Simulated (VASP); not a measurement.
Band structure of SiSn. These are PBE GGA, VASP's PBE PAW potentials (set 64) (plane waves; VASP) values and carry that method's errors.

The cell holds a wide vacuum, so values per volume refer to the whole cell. Unless said otherwise, spin-orbit coupling is left out, though it shifts the bands of the heavy elements here.

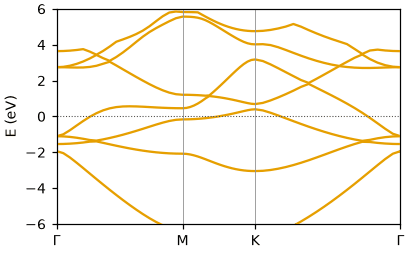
*Bands along high-symmetry lines, zero at the valence-band maximum or, without a gap, the Fermi level*

### Question
Read the plot: is there a gap, and where are the band edges?

### Answer
It has no gap at this level: it comes out as a metal or semimetal.

The cell is a sheet with vacuum, built from a generated structure.
